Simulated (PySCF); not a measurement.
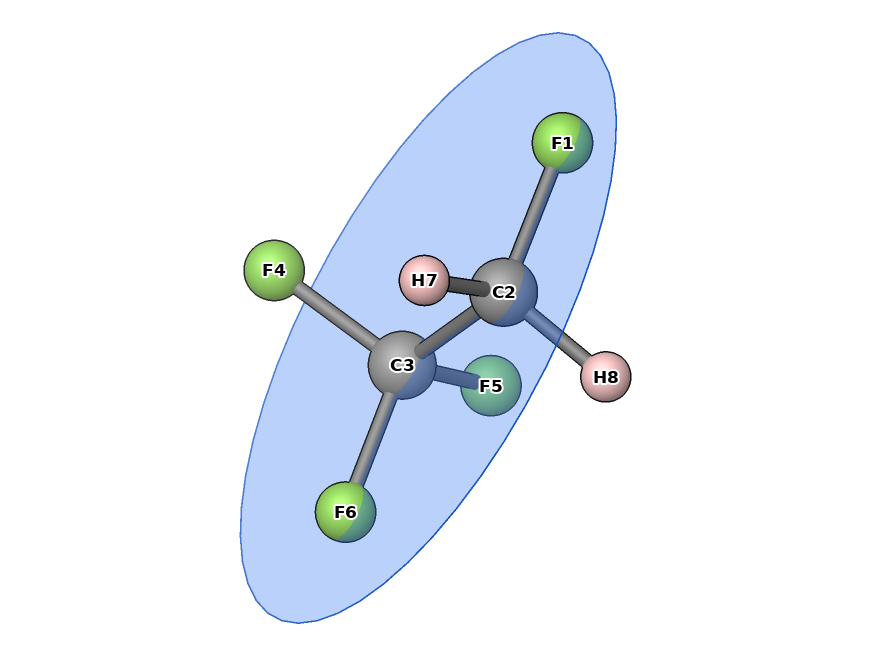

A disc through the centre of mass is drawn in. Depth is shown by fading: the farther an atom, the more it takes the colour of the background. Computed geometry: PBE0-D3(BJ)/def2-SVP optimisation. No frequency run is at hand to confirm it as a minimum.

Question: Is the plane of the disc a mirror plane of the structure?

Answer: Yes. The reflection leaves F1, C2, C3, F6 in place and moves F4 ↔ F5; H7 ↔ H8. The point group is Cs.
